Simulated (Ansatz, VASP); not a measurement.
# GaP in two plane-wave programs

Wanted: the spread between two codes on one cell, functional and k mesh. Other levels of theory on this material are compared in a session of their own. Valence electrons are named where the data sets of a main pair hold unlike numbers.

Main program and level: Ansatz 0.2.0; plane waves, with VASP 6.6.1 beside it; band structure at PBE, spin-orbit coupling.

## Step 1: The starting structure

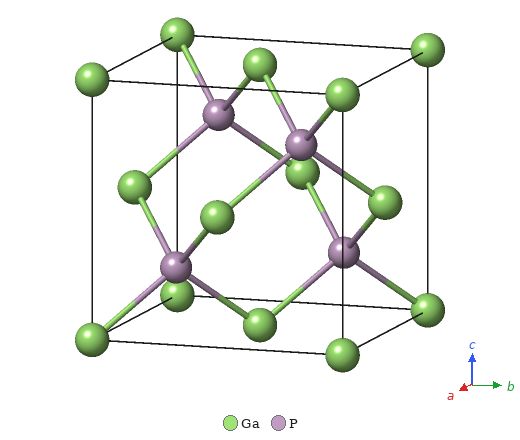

Start, viewed slightly off an axis; gallium green, phosphorus pink. This picture shows the conventional cell, with its axes. Bonds to atoms that aren't drawn are left out. Some periodic images of atoms are drawn too.

Structure file:

```cif
data_structure
_symmetry_space_group_name_H-M 'P 1'
_symmetry_Int_Tables_number 1
_cell_length_a 3.8541
_cell_length_b 3.8541
_cell_length_c 3.8541
_cell_angle_alpha 60.000
_cell_angle_beta 60.000
_cell_angle_gamma 60.000
_cell_volume 40.48
loop_
_atom_site_label
_atom_site_type_symbol
_atom_site_fract_x
_atom_site_fract_y
_atom_site_fract_z
_atom_site_occupancy
Ga1 Ga 0.00000 0.00000 0.00000 1
P2 P 0.25000 0.25000 0.25000 1
```

## Step 2: Ansatz: band structure, PBE, spin-orbit coupling

Ansatz runs on its fully relativistic PAW (standard-fr) files.

The same path points are solved in both programs, so levels can be compared one by one.

input.yaml reads:

```yaml
crystal:
  lattice:
    - [0.0, 2.72525, 2.72525]
    - [2.72525, 0.0, 2.72525]
    - [2.72525, 2.72525, 0.0]
  atoms:
    - { symbol: Ga, position: [0.0, 0.0, 0.0] }
    - { symbol: P, position: [0.25, 0.25, 0.25] }
hamiltonian:
  xc: pbe
  pseudopotentials: { kind: paw_fr }
magnetization:
  noncollinear: true
  spin_orbit: true
kpoints:
  mp_grid: { grid: [6, 6, 6] }
  band_path:
    path:
      - [0.0, 0.0, 0.0]
      - [0.16667, 0.0, 0.16667]
      - [0.33333, 0.0, 0.33333]
      - [0.43333, 0.0, 0.43333]
      - [0.5, 0.0, 0.5]
      - [0.5, 0.08333, 0.58333]
      - [0.5, 0.18333, 0.68333]
      - [0.5, 0.25, 0.75]
      - [0.45, 0.3, 0.75]
      - [0.40833, 0.34167, 0.75]
      - [0.35, 0.35, 0.7]
      - [0.225, 0.225, 0.45]
      - [0.075, 0.075, 0.15]
      - [0.03333, 0.03333, 0.03333]
      - [0.23333, 0.23333, 0.23333]
      - [0.4, 0.4, 0.4]
      - [0.51667, 0.46667, 0.51667]
      - [0.55833, 0.38333, 0.55833]
      - [0.60833, 0.28333, 0.60833]
      - [0.60833, 0.25, 0.64167]
      - [0.55833, 0.25, 0.69167]
      - [0.51667, 0.25, 0.73333]
      - [0.5, 0.3, 0.7]
      - [0.5, 0.38333, 0.61667]
      - [0.5, 0.48333, 0.51667]
      - [0.475, 0.475, 0.55]
      - [0.425, 0.425, 0.65]
      - [0.38333, 0.38333, 0.73333]
      - [0.59167, 0.18333, 0.59167]
      - [0.55, 0.1, 0.55]
      - [0.5, 0.0, 0.5]
    npoints: 1
scf:
  occupations: { method: gaussian, width: 0.02 }
  n_extra_bands: 14
output:
  forces: true
  stress: true
  eigenvalues: true
```

The run is started by

```sh
$ ansatz run input.yaml --threads 2 --pin off --max-ram 4608MiB --backend cpu --events-out ev --progress --plain --runs-dir out
```

Numbers of over 12 decimals in the logs are rounded to 6 here.

Log:

```text
scf.n_extra_bands = 14 over 18 filled bands (N_el = 18.0): the run solves 32 bands
Engine: ansatz 0.2.0, aarch64-unknown-linux-gnu
Pseudopotentials: kind: paw_fr
Pseudopotential: Ga, paw_fr, valence charge 13, recommended cutoff 420 eV (normal), Ga.paw.azcp#standard-fr
Pseudopotential: P, paw_fr, valence charge 5, recommended cutoff 420 eV (normal), P.paw.azcp#standard-fr
Functional definition: PBE
  parameter kappa = 0.804
  parameter beta = 0.066725
  exchange = pbe_x(kappa = kappa, mu = beta*pi^2/3)
  correlation = pbe_c(beta = beta)
non-collinear run that drives no moment, with spin-orbit: no starting moment large enough to seed its density (crystal.atoms[].spin), no starting occupations that ask for one, no magnetisation constraint and no magnetic field, so the semilocal B_xc is pinned to zero
Crystal: 2 atoms, lattice volume = 40.481 Å³
Basis set: ecut = 420 eV, 749 PW (Γ), exchange–correlation on 54×54×54 points (8 copies of the dense FFT grid, shifted against one another)
Bands: 32, of which v1, the nominal top of the filled ones, is band 18 counted from 1 (17 counted from 0)
Symmetry: 24 space group operations + 24 with time reversal
Magnetic group: BNS 216.75 (UNI 1577), of the structure as read, at distance tolerance 3.4e-5 Å
k-points: 16 of 216 (time reversal used)
Projection manifold: j_resolved (fully-relativistic pseudo-atomic orbitals)
Non-local potential: Ga, projectors of the file, l = 0: 2, l = 1: 4, l = 2: 6, l = 3: 2
Non-local potential: P, projectors of the file, l = 0: 2, l = 1: 4, l = 2: 4
PAW form: soft (Blöchl's): semilocal exchange-correlation on the pseudo side does not see the compensation charge
PAW one-centre angular grid: Ga, 590 points (default); XC on 64 Gauss nodes
PAW one-centre angular grid: P, 110 points (default); XC on 64 Gauss nodes
Initial density: superposition of atomic densities (chi_scale 0.1, normalization cell, long waves kept (reshape's long-wave potential 0.00 eV rms))
Initial wavefunctions: pseudopotential atomic-orbital guess
Functional: x = pbe(κ = 0.804, μ = 0.219515), c = pbe(β = 0.066725)
SCF iter   1: F=—  HF=-4539.777541 eV  |F-HF|=—  |Δ(HF+E_count)|=         —  Δρ=4.27e-2  dr2=6.87e-1  dr2_m=0.00e0 (ungated)  ethr=3.10e-3  |M|=0.00e0 ∫|m|=0.00e0 μB  |m|>n=0.0e0 m-floor=0.0e0 τ_xc=0.0e0  β_m=0.30  ⟨swp⟩=9.1  Hψ=3397  notcnv=0  defer=16
preconditioner: auto → none  [insulator: Δε(μ)=1.907 eV  Ē_g=17.840 eV  σ=0.020 eV  W_gap=1.00  n_scr=14 (ndim 8)  ℏωp=24.8 eV  f_vac=0.000  D(μ)=0.00/eV (n_scr^D=0)  ε∞_Penn≈2.9]
SCF iter   2: F=—  HF=-4539.649606 eV  |F-HF|=—  |Δ(HF+E_count)|=   1.28e-1  Δρ=2.74e-2  dr2=2.18e-1  dr2_m=0.00e0 (ungated)  ethr=3.10e-3  |M|=0.00e0 ∫|m|=0.00e0 μB  |m|>n=0.0e0 m-floor=0.0e0 τ_xc=0.0e0  β_m=0.47  ⟨swp⟩=2.0  Hψ=752  notcnv=0  defer=116
SCF iter   3: F=—  HF=-4539.617807 eV  |F-HF|=—  |Δ(HF+E_count)|=   3.18e-2  Δρ=6.99e-3  dr2=1.14e-2  dr2_m=0.00e0 (ungated)  ethr=1.21e-3  |M|=0.00e0 ∫|m|=0.00e0 μB  |m|>n=0.0e0 m-floor=0.0e0 τ_xc=0.0e0  β_m=0.54  ⟨swp⟩=2.0  Hψ=532  notcnv=0  defer=124
SCF iter   4: F=—  HF=-4539.618140 eV  |F-HF|=—  |Δ(HF+E_count)|=   3.33e-4  Δρ=1.40e-3  dr2=2.86e-4  dr2_m=0.00e0 (ungated)  ethr=6.32e-5  |M|=0.00e0 ∫|m|=0.00e0 μB  |m|>n=0.0e0 m-floor=0.0e0 τ_xc=0.0e0  β_m=0.52  ⟨swp⟩=3.9  Hψ=856  notcnv=0  defer=124
SCF iter   5: F=—  HF=-4539.618114 eV  |F-HF|=—  |Δ(HF+E_count)|=   2.60e-5  Δρ=3.85e-4  dr2=3.10e-5  dr2_m=0.00e0 (ungated)  ethr=1.59e-6  |M|=0.00e0 ∫|m|=0.00e0 μB  |m|>n=0.0e0 m-floor=0.0e0 τ_xc=0.0e0  β_m=0.62  ⟨swp⟩=2.1  Hψ=684  notcnv=0  defer=124
SCF iter   6: F=—  HF=-4539.618132 eV  |F-HF|=—  |Δ(HF+E_count)|=   1.72e-5  Δρ=8.59e-5  dr2=1.30e-6  dr2_m=0.00e0 (ungated)  ethr=1.72e-7  |M|=0.00e0 ∫|m|=0.00e0 μB  |m|>n=0.0e0 m-floor=0.0e0 τ_xc=0.0e0  β_m=0.75  ⟨swp⟩=3.0  Hψ=818  notcnv=0  defer=124
SCF iter   7: F=-4539.618133 eV  HF=-4539.618133 eV  |F-HF|=1.07e-9  |Δ(HF+E_count)|=   1.53e-6  Δρ=7.66e-6  dr2=2.32e-8  dr2_m=0.00e0 (ungated)  ethr=5.56e-10  |M|=0.00e0 ∫|m|=0.00e0 μB  |m|>n=0.0e0 m-floor=0.0e0 τ_xc=0.0e0  ⟨swp⟩=11.8  Hψ=3052  notcnv=0
SCF 1 converged in 7 iterations: F = -4539.618133 eV  dr2 = 2.32e-8
  greatest PAW one-centre occupation: 0.994 electrons in one spin orbital (limit 2), on the Ga atom at site 0 (counted from 0), in its partial waves of l = 2
NSCF: frozen V_eff on 31 k-points
SCF converged after 7 iterations
Magnetization: |M| = 0.0000 μB,  M = (+0.0000, +0.0000, +0.0000) μB
Absolute magnetization: 0.0000 μB (∫|m|)
  site 0: m = (+0.0000, +0.0000, +0.0000) μB, |m| = 0.0000 μB  (R = 0.97 Å)
  site 1: m = (+0.0000, +0.0000, +0.0000) μB, |m| = 0.0000 μB  (R = 0.97 Å)
Free energy (F): -4539.618133 eV
Harris-Foulkes:  -4539.618133 eV  (|F-HF|=1.07e-9)
Internal energy: -4539.618133 eV  (E = F + TS)
E sigma→0 (E₀):  -4539.618133 eV
Fermi energy:    7.931274 eV
--- Per-component energies (eV) ---
  E_band       = -58.162316
  E_kinetic    = 186.390739
  E_local      = -2200.476438  (includes V_loc(G=0)·N_el)
  E_nonlocal   = 458.989086
  E_hartree    = 1017.589703
  E_xc         = -130.795459
  E_vxc        = -119.049597  (∫ρ·V_xc dr)
  E_paw        = -2558.670716  (= ΣΔE_a)
  E_vpaw       = -419.198979  (= ΣTr[D̂ρ^β])
  E_aug_tail   = -0.000104  (compensation charges beyond the density's cutoff)
  E_ewald      = -1312.644944
  E_smearing   = -0.000000  (= −TS)
  E_closure    = -0.000000  (closes the sum)
  Σ components = -4539.618133   (vs F -4539.618133, Δ=0.00e0)
--- Forces (eV/Å), atoms counted from 1 ---
  atom   1  Ga     0.00000000    -0.00000000     0.00000000
  atom   2  P     -0.00000000     0.00000000     0.00000000
  max |Σ_I F_I| component: 5.55e-17 eV/Å
--- Stress (GPa, compression-positive) ---
        2.516962      -0.000000      -0.000000
        0.000000       2.516962       0.000000
       -0.000000       0.000000       2.516962
  P = ⅓ Tr σ = 2.5170 GPa (25.170 kbar)
--- Band table (eV; the first three rows and the last of 16) ---
  k-point 0: bands = [... 14 lower, 7.1197, 7.1197, 7.1197, 7.1197, 8.9193, 8.9193, 10.8603, 10.8603, ... 10 higher]
  k-point 1: bands = [... 14 lower, 6.6894, 6.6894, 6.7489, 6.7531, 9.5037, 9.5037, 11.4653, 11.4653, ... 10 higher]
  k-point 2: bands = [... 14 lower, 6.1501, 6.1501, 6.2158, 6.2194, 8.9893, 8.9893, 11.8583, 11.8583, ... 10 higher]
  k-point 15: bands = [... 14 lower, 3.7051, 3.7220, 3.8063, 3.8507, 10.5536, 10.5801, 10.7299, 10.7437, ... 10 higher]
```

Run time: 4.2 s. Hardware: 2 threads of Arm Neoverse V2, shared host; peak memory 0.39 GiB.

The column dr2 measures how far the density is from self-consistency, as an energy; F and HF (Harris–Foulkes) agree once it is small.

## Step 3: VASP: band structure, PBE, spin-orbit coupling

The same cell, functional, mesh and smearing now go to VASP, with its own data sets.

Lines of VASP's logs that name or quote its potential files are left out, and so is its time.

INCAR reads:

```
SYSTEM = GaP
PREC = Accurate
ENCUT = 400
EDIFF = 1E-06
NELM = 100
ISMEAR = 0
SIGMA = 0.02
LREAL = .FALSE.
ALGO = Normal
GGA = PE
LNONCOLLINEAR = .TRUE.
MAGMOM = 0 0 0 0 0 0
NBANDS = 30
GGA_COMPAT = .FALSE.
LASPH = .TRUE.
LSORBIT = .TRUE.
LORBIT = 11
LWAVE = .FALSE.
LCHARG = .FALSE.
KPAR = 4
```

POSCAR reads:

```
GaP
1.0
    0.0000000000      2.7252500000      2.7252500000
    2.7252500000      0.0000000000      2.7252500000
    2.7252500000      2.7252500000      0.0000000000
Ga P
1 1
Direct
    0.0000000000      0.0000000000      0.0000000000
    0.2500000000      0.2500000000      0.2500000000
```

KPOINTS reads:

```
Automatic mesh
0
Gamma
6 6 6
0 0 0
```

KPOINTS_OPT reads:

```
Line mode
16
Line-mode
Reciprocal
  0.00000000   0.00000000   0.00000000 GAMMA
  0.50000000   0.00000000   0.50000000 X

  0.50000000   0.00000000   0.50000000 X
  0.50000000   0.25000000   0.75000000 W

  0.50000000   0.25000000   0.75000000 W
  0.37500000   0.37500000   0.75000000 K

  0.37500000   0.37500000   0.75000000 K
  0.00000000   0.00000000   0.00000000 GAMMA

  0.00000000   0.00000000   0.00000000 GAMMA
  0.50000000   0.50000000   0.50000000 L

  0.50000000   0.50000000   0.50000000 L
  0.62500000   0.25000000   0.62500000 U

  0.62500000   0.25000000   0.62500000 U
  0.50000000   0.25000000   0.75000000 W

  0.50000000   0.25000000   0.75000000 W
  0.50000000   0.50000000   0.50000000 L

  0.50000000   0.50000000   0.50000000 L
  0.37500000   0.37500000   0.75000000 K

  0.62500000   0.25000000   0.62500000 U
  0.50000000   0.00000000   0.50000000 X
```

The projector-augmented-wave data sets are Ga_d and P (PBE family, release 64).

The run is started by

```sh
$ mpirun -np 4 vasp_ncl
```

Log:

```text
[banner, memory and clock lines left out]
running    4 mpi-ranks, on    1 nodes
 distrk:  each k-point on    1 cores,    4 groups
 distr:  one band on    1 cores,    1 groups

 POSCAR found type information on POSCAR GaP
 POSCAR found :  2 types and       2 ions
 LDA part: xc-table for (Slater+PW92), standard interpolation
 POSCAR, INCAR and KPOINTS ok, starting setup
 FFT: planning ... GRIDC
 FFT: planning ... GRID_SOFT
 FFT: planning ... GRID
 WAVECAR not read
 entering main loop
       N       E                     dE             d eps       ncg     rms          rms(c)
DAV:   1     0.116582077384E+03    0.11658E+03   -0.73839E+03  1462   0.152E+03
DAV:   2     0.561186138855E+01   -0.11097E+03   -0.10487E+03  1402   0.388E+02
DAV:   3    -0.889040003309E+01   -0.14502E+02   -0.14330E+02  1556   0.105E+02
DAV:   4    -0.936975491203E+01   -0.47935E+00   -0.47849E+00  1686   0.209E+01
DAV:   5    -0.937978168563E+01   -0.10027E-01   -0.10025E-01  1598   0.283E+00    0.427E+00
DAV:   6    -0.913127556231E+01    0.24851E+00   -0.33017E-01  1986   0.112E+01    0.262E+00
DAV:   7    -0.910654475496E+01    0.24731E-01   -0.15423E-01  1542   0.268E+00    0.120E+00
DAV:   8    -0.910753446145E+01   -0.98971E-03   -0.25039E-02  1678   0.260E+00    0.243E-01
DAV:   9    -0.910732379859E+01    0.21066E-03   -0.29993E-03  1892   0.116E+00    0.136E-01
DAV:  10    -0.910744131404E+01   -0.11752E-03   -0.46438E-04  1942   0.241E-01    0.343E-02
DAV:  11    -0.910752161238E+01   -0.80298E-04   -0.12757E-04  1518   0.165E-01    0.142E-02
DAV:  12    -0.910753943520E+01   -0.17823E-04   -0.37042E-05  1458   0.514E-02    0.913E-03
DAV:  13    -0.910753959096E+01   -0.15576E-06   -0.15100E-06  1558   0.109E-02
   1 F= -.91075396E+01 E0= -.91075396E+01  d E =-.216964E-17  mag=     0.0000     0.0000     0.0000
 Start KPOINTS_OPT (optional k-point list driver)
k-point batch [1-22\160]
       N       E                     dE             ncg
DAV:   1     0.602985270260E+03   -0.69843E+04     1440
DAV:   2    -0.184464313556E+04   -0.24476E+04     1364
DAV:   3    -0.217067261873E+04   -0.32603E+03     1624
DAV:   4    -0.218099627909E+04   -0.10324E+02     1616
DAV:   5    -0.218123104024E+04   -0.23476E+00     1716
DAV:   6    -0.218124196335E+04   -0.10923E-01     1960
DAV:   7    -0.218124204533E+04   -0.81975E-04     1756
DAV:   8    -0.218124204678E+04   -0.14508E-05     1384
DAV:   9    -0.218124204696E+04   -0.17983E-06     1168
[...]
k-point batch [155-160\160]
       N       E                     dE             ncg
DAV:   1     0.940280786344E+04   -0.33987E+04      394
DAV:   2     0.872967914615E+04   -0.67313E+03      366
DAV:   3     0.864480932481E+04   -0.84870E+02      442
DAV:   4     0.864234922738E+04   -0.24601E+01      480
DAV:   5     0.864230193502E+04   -0.47292E-01      490
DAV:   6     0.864229931678E+04   -0.26182E-02      552
DAV:   7     0.864229930224E+04   -0.14535E-04      516
DAV:   8     0.864229930198E+04   -0.26623E-06      400
```

(Continued in part 2 of 2.)

[Lines on the potential files, build, host, timing and source positions are cut from VASP's logs without a mark.]

[Logs are printed without paths, hosts, clocks, repeated set-up lines and the standing remarks that a program may print on its own settings, such as how far it seeks lower states.]

[Hosts, paths, dates, database ids (printed as entryN), source tags and the programs' standing remarks are cut or masked in the printed files.]
